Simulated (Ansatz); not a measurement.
# Direct or indirect: CdSe (F-43m)

```cif
data_structure
_symmetry_space_group_name_H-M 'F-43m'
_symmetry_Int_Tables_number 216
_cell_length_a 6.1405
_cell_length_b 6.1405
_cell_length_c 6.1405
_cell_angle_alpha 90.000
_cell_angle_beta 90.000
_cell_angle_gamma 90.000
_cell_volume 231.54
loop_
_atom_site_label
_atom_site_type_symbol
_atom_site_symmetry_multiplicity
_atom_site_Wyckoff_symbol
_atom_site_fract_x
_atom_site_fract_y
_atom_site_fract_z
_atom_site_occupancy
Cd1 Cd 4 a 0.00000 0.00000 0.00000 1
Se1 Se 4 d 0.25000 0.25000 0.75000 1
```

Method: Ansatz, PBE, independent particles, without spin-orbit coupling, line width 0.1 eV (Gaussian). The band structure gives a fundamental gap of 0.55 eV. The spectrum of vertical transitions near the edge:

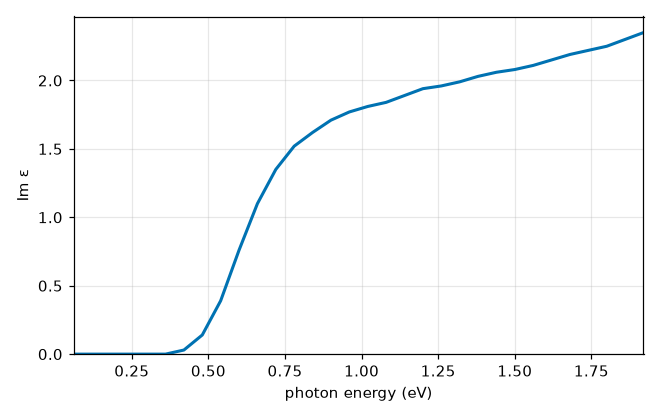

Q: Is the gap direct or indirect, and about where do vertical transitions set in?

A: Direct: the band path has its least direct gap at the fundamental one, 0.55 eV, and the curves rise from there. Lines are broadened by 0.1 eV, which spreads the edge.

[Logs are printed without paths, hosts, clocks, repeated set-up lines and the standing remarks that a program may print on its own settings, such as how far it seeks lower states.]
